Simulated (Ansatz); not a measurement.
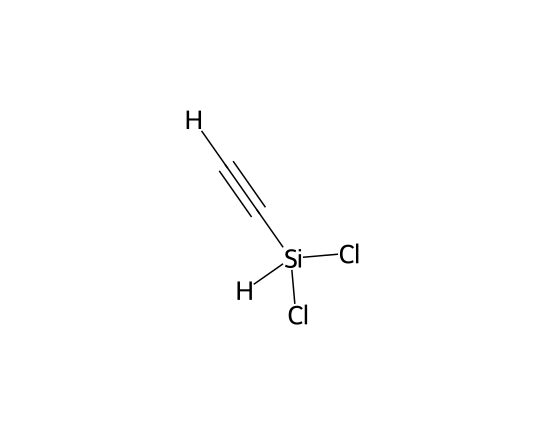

Skeletal drawing of a molecule.

Write the SMILES.

Answer. C#C[SiH](Cl)Cl

Give the formula, hydrogens included.

Answer. C2H2Cl2Si.

An optimisation with PBE0-D4/def2-TZVP gave a structure of which point group?

Answer. Cs.

The parts below concern this one geometry. Atoms keep their numbers from picture to picture. The computed structure is the end point of a PBE0-D4/def2-TZVP optimisation.

Shape

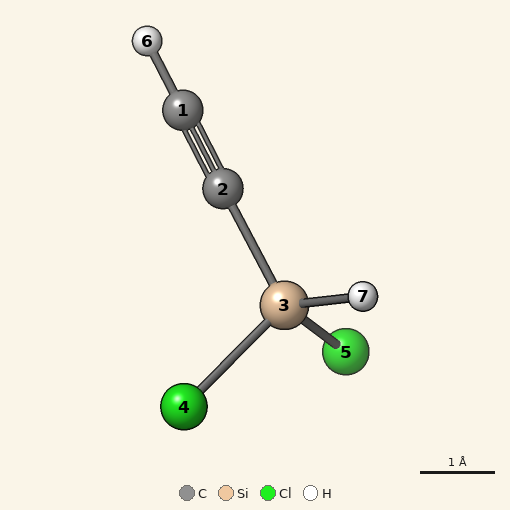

Which atoms are bonded, and how long are the bonds?

| bond | length (Å) | order |
| --- | --- | --- |
| C1–C2 | 1.205 | triple |
| C1–H6 | 1.066 | single |
| C2–Si3 | 1.807 | single |
| Si3–Cl4 | 2.037 | single |
| Si3–Cl5 | 2.037 | single |
| Si3–H7 | 1.472 | single |

Dipole moment

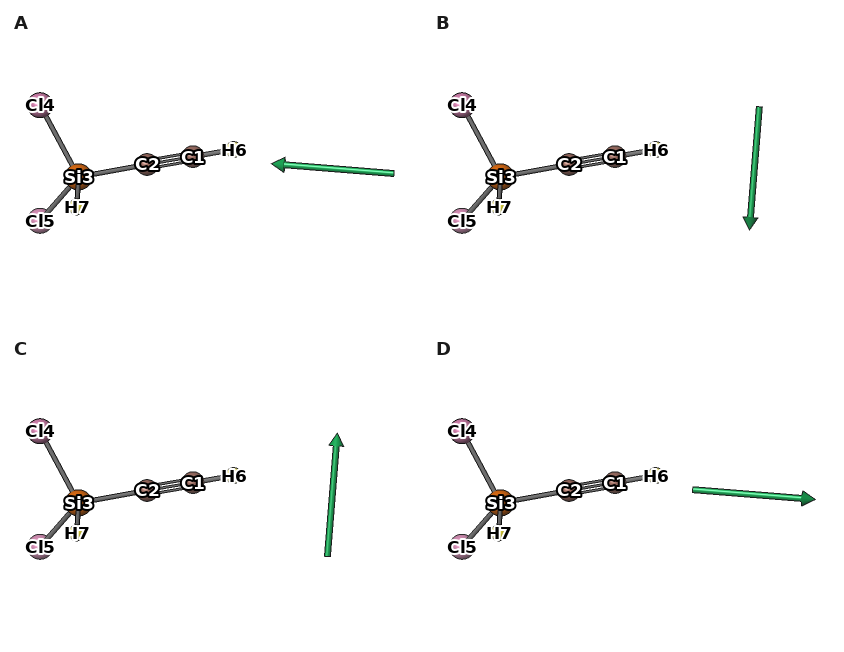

The same molecule four times, each with an arrow. Properties computed with RKS PBE0-D4/def2-TZVP (Ansatz 0.2.0).

Which arrow points along the dipole moment, from the negative to the positive end?

Answer. D. The dipole moment is 1.81 D; it points from the side of Cl4, Cl5 to the side of H6 (the outermost atoms at the two ends).

Vibrations

Harmonic vibrations computed with RKS PBE0-D4/def2-TZVP (Ansatz 0.2.0) at a stationary point of the same level.

List the wavenumbers.

Answer. 15 modes: 106, 143, 184, 332, 343, 514, 599, 674, 745, 746, 802, 813, 2172, 2295, 3464 cm⁻¹.

Thermal motion

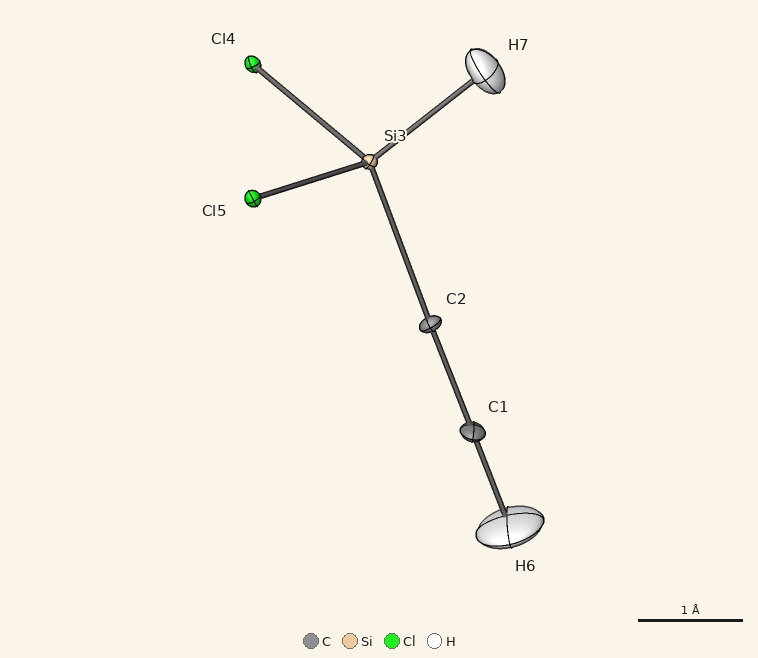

Displacement ellipsoids at the 50 % level, from the internal vibrations of the free molecule (harmonic, no overall translation or rotation; no half-axis is drawn under 0.075 Å). Vibrations computed with RKS PBE0-D4/def2-TZVP (Ansatz 0.2.0). Temperature: 200 K.

Which atom has the largest mean-square displacement?

Answer. H6, with U_eq = 0.0429 Å².

Does H6 move more along its bond or across it?

Answer. Across it: the root-mean-square amplitude is 0.085 Å along the bond and up to 0.273 Å across, since bending and torsion are softer than stretching.

List U_eq and the three principal root-mean-square amplitudes for each kind of atom.

```json
{"atom": "C1", "U_eq (Å²)": "0.0078", "rms amplitudes (Å)": "0.038, 0.080, 0.125"}
{"atom": "C2", "U_eq (Å²)": "0.0040", "rms amplitudes (Å)": "0.048, 0.063, 0.074"}
{"atom": "Si3", "U_eq (Å²)": "0.0019", "rms amplitudes (Å)": "0.038, 0.041, 0.051"}
{"atom": "Cl4, Cl5", "U_eq (Å²)": "0.0018", "rms amplitudes (Å)": "0.016, 0.043, 0.058"}
{"atom": "H6", "U_eq (Å²)": "0.0429", "rms amplitudes (Å)": "0.083, 0.217, 0.273"}
{"atom": "H7", "U_eq (Å²)": "0.0196", "rms amplitudes (Å)": "0.096, 0.149, 0.165"}
```
